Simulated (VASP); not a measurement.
Band structure of K (bcc). Computed with TPSS meta-GGA, VASP's PBE PAW potentials (set 64) (plane waves; VASP).

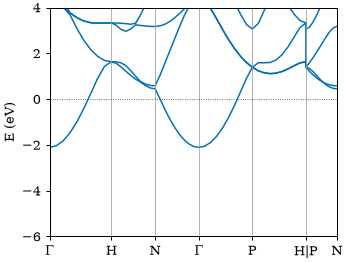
Bands along high-symmetry lines, zero at the valence-band maximum or, without a gap, the Fermi level

Question: Read the plot: is there a gap, and where are the band edges?

Answer: It has no gap at this level: it comes out as a metal or semimetal.

The compound is K in the bcc structure. It was relaxed first.
